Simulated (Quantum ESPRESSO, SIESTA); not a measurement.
# Out-of-plane response of diamond Ge under biaxial strain, QE, PBEsol

Calculated with Quantum ESPRESSO 7.5: PBEsol; plane waves, GBRV 1.5 ultrasoft, 45/270 Ry; k-mesh 4×4×4. The first two cell vectors are strained alike from typed lattice constants; the third vector's length and the atoms are relaxed. The typed cell isn't stress-free: at zero strain the reference's in-plane stress is -1.8 GPa, compression positive.

| in-plane strain (%) | 100 ln(c/c at zero strain) |
| --- | --- |
| -4 | 2.997 |
| -3 | 2.314 |
| -2 | ? |
| -1 | 0.795 |
| 0 | 0 |
| +1 | -0.803 |
| +2 | -1.626 |
| +3 | -2.449 |
| +4 | -3.416 |

**Question.** Fit a second-order form in the logarithmic strain to the rows given and interpolate to the withheld row.

**Working.**

With u = ln[(1 + ε)/(1 + ε0)], counted from the row at ε0 = +0 % where y0 = 0, a second-order form y = y0 + a u + b u² makes v = (y − y0)/u a line in u.

```
         u         v
-0.0408220  -73.4163
-0.0304592  -75.9705
-0.0100503  -79.1018
0.00995033  -80.7008
 0.0198026  -82.1103
 0.0295588  -82.8518
 0.0392207  -87.0968
```

With n = 7: mean u = 0.00245728, mean v = -80.1783, Σ(u − ū)² = 0.0055561, Σ(u − ū)(v − v̄) = -0.80886. Slope b = -0.80886 / 0.0055561 = -145.58; intercept a = v̄ − b ū = -79.821.

At the withheld row u = -0.02020, v = a + b u = -76.88, and y = y0 + u v.

Prediction at -2: 1.553. The run gave 1.727, so the fit is low by 0.17 (10 % of the value).

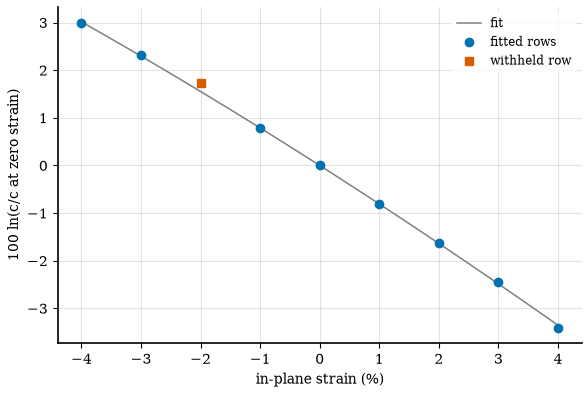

The fit, the rows that it rests on and the withheld row.

The first-order term says that the third edge changes by -0.80 % for each per cent of in-plane stretch at ε0. The second-order term makes up 3.8 % of v at the withheld row. Among the rows given, the largest miss of the fit is at +4, by 0.061 (0.96 % of the range of the table).

Limits: The nuclei are static. The DFT runs use Fermi–Dirac occupations of width 0.01 eV, and energies are free energies. The rows don't follow a smooth parabola (r.m.s. departure 0.8 % of their range), so v is no line in u and the first-order term is poorly fixed; a kink, the k-mesh or scatter of the relaxations can each do this.

[Logs are printed without paths, hosts, clocks, repeated set-up lines and the standing remarks that a program may print on its own settings, such as how far it seeks lower states.]

[Hosts, paths, dates, database ids (printed as entryN), source tags and the programs' standing remarks are cut or masked in the printed files.]
